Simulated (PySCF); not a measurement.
**Two runs on C$_{5}$H$_{15}$NSi$_{2}$**

System: C$_{5}$H$_{15}$NSi$_{2}$.
Method of run 1: GIAO wB97X-D/pcSseg-1 NMR shielding, non-relativistic, gas phase (PySCF 2.14.0).

The geometry comes from this level: PBE0-D3(BJ)/def2-SVP. Text and figures count atoms from 1; the logs count them from 0 in places.

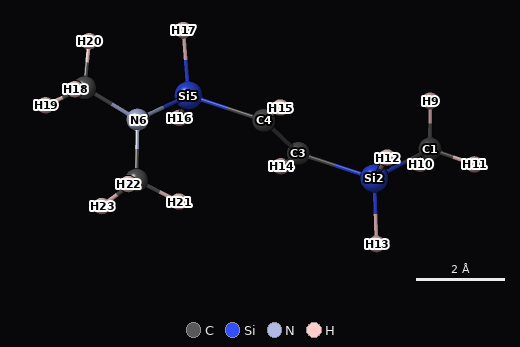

The structure as given in the input (ball-and-stick view, seen at a tilt; atoms are numbered from 1 in the order of the input). Bond lengths as drawn: C–C 1.35 Å, C–H 1.10 to 1.11 Å, C–N 1.44 Å, C–Si 1.87 to 1.88 Å, H–Si 1.50 to 1.51 Å and N–Si 1.74 Å.

The input, run 1:
```
{"job": {"kind": "nmr", "xc": "wB97X-D", "basis": "pcSseg-1", "pop": false}, "charge": 0, "multiplicity": 1}
C      4.552096    -0.198765    -0.279390
Si     2.958774    -1.171871    -0.060872
C      1.467424    -0.138627    -0.539710
C      0.465889     0.190203     0.297143
Si    -1.000149     1.239790    -0.209727
N     -2.474616     0.367594     0.070792
C     -3.712987     1.022826     0.402126
C     -2.630517    -0.980134    -0.414372
H      4.553468     0.696081     0.361407
H      4.669667     0.127038    -1.324576
H      5.426548    -0.813378    -0.016166
H      2.787949    -1.598578     1.363833
H      3.012543    -2.399649    -0.919107
H      1.411361     0.234402    -1.574845
H      0.504774    -0.182188     1.332173
H     -0.745702     1.626408    -1.642510
H     -1.104003     2.491489     0.602786
H     -4.274449     0.444199     1.160062
H     -4.383945     1.148401    -0.472767
H     -3.523783     2.021758     0.822804
H     -1.648697    -1.442458    -0.599625
H     -3.156424    -1.610632     0.327302
H     -3.209739    -1.033345    -1.359295
```

The first line tells a small driver script what to run in PySCF; the rest is the geometry in Å.

Command:
```bash
OMP_NUM_THREADS=1 python <driver script> task.json out
```

Hardware: 1 CPU thread, shared host.

Output (run 1):
```
coarse grid: 19040 points
cycle   1  E = -833.0570722236  dE =  5.370e-01  |g| = 3.787e-01  |ddm| = 4.055e+00
cycle   2  E = -833.0767604732  dE = -1.969e-02  |g| = 3.036e-01  |ddm| = 5.855e-01
cycle   3  E = -833.0962292890  dE = -1.947e-02  |g| = 5.659e-02  |ddm| = 2.525e-01
cycle   4  E = -833.0968890086  dE = -6.597e-04  |g| = 2.534e-02  |ddm| = 7.684e-02
cycle   5  E = -833.0970376941  dE = -1.487e-04  |g| = 3.025e-03  |ddm| = 2.424e-02
cycle   6  E = -833.0970410277  dE = -3.334e-06  |g| = 9.525e-04  |ddm| = 7.079e-03
final grid: 171464 points
cycle   7  E = -833.1521985121  dE = -1.958e-04  |g| = 5.950e-03  |ddm| = 4.150e-02
cycle   8  E = -833.1522009735  dE = -2.461e-06  |g| = 5.598e-03  |ddm| = 1.102e-02
cycle   9  E = -833.1522072165  dE = -6.243e-06  |g| = 7.363e-04  |ddm| = 4.097e-03
cycle  10  E = -833.1522073538  dE = -1.374e-07  |g| = 3.081e-04  |ddm| = 1.308e-03
cycle  11  E = -833.1522073774  dE = -2.355e-08  |g| = 6.538e-05  |ddm| = 4.338e-04
cycle  12  E = -833.1522073790  dE = -1.601e-09  |g| = 1.770e-05  |ddm| = 1.303e-04
cycle  13  E = -833.1522073792  dE = -2.035e-10  |g| = 4.504e-06  |ddm| = 6.252e-05
converged SCF energy = -833.1522073792

GIAO shielding tensors (ppm)
atom      isotropic    diamagn.    paramagn.     s11        s22        s33       span
  0 C      190.151     252.563     -62.413    187.186    187.542    195.725      8.539
  1 Si     388.061     881.721    -493.661    344.156    398.396    421.630     77.474
  2 C       22.457     262.718    -240.260   -114.967     12.088    170.251    285.218
  3 C       23.894     264.441    -240.547   -106.069     14.060    163.692    269.761
  4 Si     372.573     883.983    -511.410    341.070    353.792    422.856     81.785
  5 N      253.366     330.653     -77.287    222.401    265.922    271.774     49.373
  6 C      143.306     237.805     -94.499    121.808    124.114    183.995     62.187
  7 C      146.657     246.299     -99.642    123.398    133.662    182.911     59.513
  8 H       31.194      30.621       0.572     26.903     29.091     37.587     10.684
  9 H       31.082      29.187       1.895     26.711     28.787     37.749     11.038
 10 H       31.201      24.970       6.231     26.902     27.791     38.909     12.007
 11 H       27.166      30.567      -3.401     23.888     26.554     31.057      7.169
 12 H       26.955      29.859      -2.904     24.039     25.560     31.266      7.226
 13 H       24.295      35.755     -11.460     19.777     24.276     28.832      9.056
 14 H       24.322      36.497     -12.175     19.728     24.401     28.835      9.107
 15 H       26.764      32.556      -5.792     23.304     25.798     31.190      7.885
 16 H       26.649      32.256      -5.607     23.609     25.781     30.557      6.948
 17 H       28.962      26.686       2.276     24.481     26.523     35.882     11.401
 18 H       28.972      25.749       3.224     24.398     26.597     35.921     11.523
 19 H       28.571      27.675       0.896     24.096     27.054     34.564     10.467
 20 H       28.795      33.543      -4.748     23.246     29.529     33.610     10.364
 21 H       29.214      30.693      -1.480     25.314     26.454     35.873     10.559
 22 H       29.220      30.056      -0.836     25.249     26.468     35.944     10.695
```

For run 2 the input was changed thus:
```diff
-"xc": "wB97X-D"
+"xc": "PBE0"
-"pop": false
```

What does this change do to the results?

The total energies belong to different methods, so their difference says nothing on which is more stable or more accurate. The HOMO goes from −8.11 to −6.25 eV. The LUMO goes from 0.93 to −0.87 eV. The dipole moment goes from 0.26 to 0.21 D. Of all shieldings, the largest change is that of N6, by −3.1 ppm. The functional changes from wB97X-D to PBE0. The number of SCF iterations is the same.

Output (run 2):
```
coarse grid: 19040 points
cycle   1  E = -832.5770254163  dE =  3.669e-01  |g| = 4.821e-01  |ddm| = 4.116e+00
cycle   2  E = -832.5551041117  dE =  2.192e-02  |g| = 5.714e-01  |ddm| = 9.924e-01
cycle   3  E = -832.6357579947  dE = -8.065e-02  |g| = 7.469e-02  |ddm| = 6.030e-01
cycle   4  E = -832.6366608851  dE = -9.029e-04  |g| = 3.438e-02  |ddm| = 8.750e-02
cycle   5  E = -832.6369202249  dE = -2.593e-04  |g| = 5.723e-03  |ddm| = 3.337e-02
cycle   6  E = -832.6369263722  dE = -6.147e-06  |g| = 3.035e-03  |ddm| = 7.746e-03
final grid: 171464 points
cycle   7  E = -832.6821639305  dE = -2.246e-05  |g| = 1.035e-02  |ddm| = 2.434e-02
cycle   8  E = -832.6821328683  dE =  3.106e-05  |g| = 1.507e-02  |ddm| = 2.132e-02
cycle   9  E = -832.6821905333  dE = -5.767e-05  |g| = 2.168e-03  |ddm| = 1.305e-02
cycle  10  E = -832.6821917403  dE = -1.207e-06  |g| = 2.708e-04  |ddm| = 1.888e-03
cycle  11  E = -832.6821917549  dE = -1.460e-08  |g| = 1.287e-04  |ddm| = 3.557e-04
cycle  12  E = -832.6821917581  dE = -3.284e-09  |g| = 2.544e-05  |ddm| = 1.152e-04
cycle  13  E = -832.6821917583  dE = -1.421e-10  |g| = 6.060e-06  |ddm| = 3.278e-05
converged SCF energy = -832.6821917583

GIAO shielding tensors (ppm)
atom      isotropic    diamagn.    paramagn.     s11        s22        s33       span
  0 C      190.161     252.425     -62.264    187.349    187.527    195.608      8.259
  1 Si     386.981     881.955    -494.975    342.557    397.189    421.195     78.638
  2 C       22.105     261.952    -239.848   -112.972     10.324    168.962    281.934
  3 C       24.062     263.829    -239.767   -103.043     13.208    162.022    265.066
  4 Si     372.254     884.105    -511.851    340.938    353.301    422.522     81.584
  5 N      250.300     330.671     -80.371    220.408    262.298    268.195     47.787
  6 C      142.960     238.240     -95.280    120.690    123.663    184.526     63.836
  7 C      146.442     246.693    -100.252    122.274    133.711    183.339     61.065
  8 H       31.060      30.369       0.691     26.741     28.944     37.496     10.755
  9 H       30.957      29.037       1.920     26.557     28.640     37.673     11.116
 10 H       31.072      25.100       5.972     26.728     27.665     38.822     12.094
 11 H       27.033      30.436      -3.403     23.790     26.402     30.907      7.117
 12 H       26.764      29.733      -2.970     23.858     25.386     31.046      7.188
 13 H       24.099      35.474     -11.375     19.540     24.109     28.650      9.110
 14 H       24.150      36.258     -12.108     19.532     24.236     28.680      9.148
 15 H       26.556      32.328      -5.772     23.117     25.526     31.025      7.908
 16 H       26.436      32.083      -5.647     23.409     25.584     30.316      6.907
 17 H       28.834      26.631       2.203     24.330     26.398     35.775     11.445
 18 H       28.838      25.653       3.185     24.242     26.476     35.797     11.555
 19 H       28.427      27.641       0.786     23.982     26.884     34.416     10.434
 20 H       28.632      33.313      -4.680     23.080     29.366     33.451     10.372
 21 H       29.096      30.580      -1.484     25.167     26.350     35.770     10.604
 22 H       29.100      29.897      -0.797     25.100     26.365     35.835     10.735
```

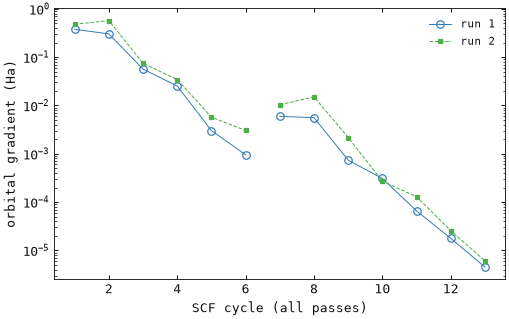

Convergence of the two runs: orbital gradient against the SCF cycle. A break in a curve parts two SCF passes (coarse and final grid). Run 1 takes 13 cycles in all, and run 2 takes 13.

The two runs side by side:

| quantity | run 1 | run 2 |
| --- | --- | --- |
| outcome | converged | converged |
| total energy (hartree) | −833.152207 | −832.682192 |
| HOMO (eV) | −8.11 | −6.25 |
| LUMO (eV) | 0.93 | −0.87 |
| dipole moment (D) | 0.26 | 0.21 |
| shielding of Si2 (ppm) | 388.1 | 387.0 |
| shielding of C3 (ppm) | 22.5 | 22.1 |
| shielding of Si5 (ppm) | 372.6 | 372.3 |
| shielding of N6 (ppm) | 253.4 | 250.3 |
| shielding of C7 (ppm) | 143.3 | 143.0 |
| shielding of C8 (ppm) | 146.7 | 146.4 |
| shielding of H17 (ppm) | 26.6 | 26.4 |
| SCF iterations | 13 | 13 |
| basis functions | 225 | 225 |
| wall time (shared host) | 57 s | 58 s |
